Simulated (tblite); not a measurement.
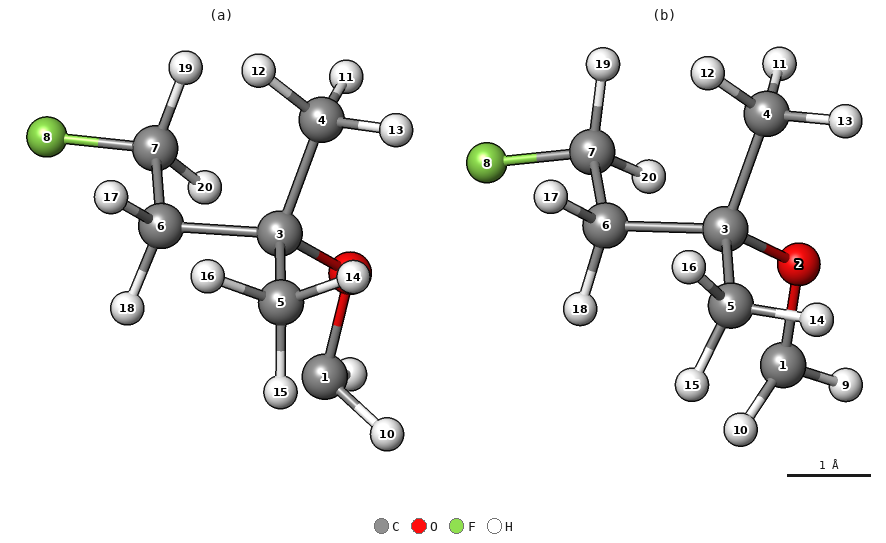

The structure of C$_{6}$H$_{12}$FO (multiplicity 2) before (left) and after (right) a relaxation, at one scale.

Style: ball-and-stick. Shown from a free direction.

Computed with GFN2-xTB geometry optimisation, gas phase in tblite 0.8.0. 

**Describe what moved and what it gained.**

After 91 geometry steps the energy has fallen by 106.0 kJ/mol. H10 moves most after the best rigid fit: 1.08 Å. Largest moves by element: H 1.08 Å, F 0.34 Å, C 0.24 Å, O 0.13 Å. Among the contacts that change: C1–H10 1.129 → 1.074 Å, C3–C6 1.496 → 1.542 Å, C4–H12 1.120 → 1.086 Å, O2–C3 1.389 → 1.423 Å. Bond angles that change, for instance: H9–C1–H10 103.6° → 120.4°, O2–C1–H10 105.6° → 120.7°, O2–C1–H9 104.6° → 112.7°. Groups turn about C3–C5 by about 30°. The run took 0.66 s on 1 thread of Arm Neoverse V1, with other jobs on the host.
